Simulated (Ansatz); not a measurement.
System: CH₈O₂Si₂ (SMILES CO[SiH2][SiH2]O).

The calculation's input:

```
crystal:
  periodic: [false, false, false]
  atoms:
    - { symbol: C, position_ang: [-1.4147, 0.0291, 1.6319] }
    - { symbol: O, position_ang: [-0.4376, -0.9322, 1.1327] }
    - { symbol: Si, position_ang: [1.0366, -0.3078, 0.5916] }
    - { symbol: Si, position_ang: [0.943, 0.0682, -1.7333] }
    - { symbol: O, position_ang: [-0.4514, 0.9088, -2.1245] }
    - { symbol: H, position_ang: [-1.6828, 0.7175, 0.8421] }
    - { symbol: H, position_ang: [-1.0489, 0.5744, 2.5033] }
    - { symbol: H, position_ang: [-2.3062, -0.5294, 1.9068] }
    - { symbol: H, position_ang: [2.1103, -1.3731, 0.8704] }
    - { symbol: H, position_ang: [1.3681, 0.9491, 1.2553] }
    - { symbol: H, position_ang: [0.8643, -1.2392, -2.4702] }
    - { symbol: H, position_ang: [2.1616, 0.7797, -2.1834] }
    - { symbol: H, position_ang: [-1.2571, 0.3936, -2.2576] }
basis:
  gaussian:
    orbitals: "6-31G*"
hamiltonian:
  xc:
    name: B2PLYP
output:
  orbitals: {}
```

Command:

```sh
python energy.py
```

The fields and orbitals are those of the mean-field reference, not of the correlated method.

Level of theory: Ansatz 0.2.0, SCF B2PLYP, Gaussian basis.

What will maps of the electron density and electron localisation function show?

Si–O (1.69 Å): the density is about 1.1 e/Å³ at the midpoint; the ELF peaks at about 0.85 between the atoms: a polar covalent bond.
Si–Si (2.36 Å): ρ at the midpoint is about 0.68 e/Å³; the ELF peaks at about 1 between the atoms: a shared electron pair.
Si–H (1.48 Å): the density is about 0.8 e/Å³ at the midpoint; the ELF climbs to about 1 towards the hydrogen, as it does in any bond to H.

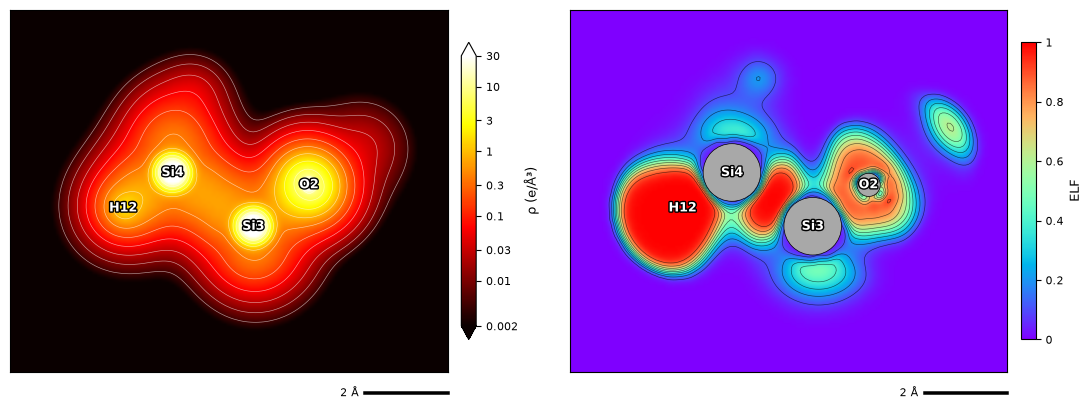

Computed electron density and electron localisation function on the plane of atoms O2, Si3 and Si4, in this order. Grey discs cover the atomic cores in the ELF map. 
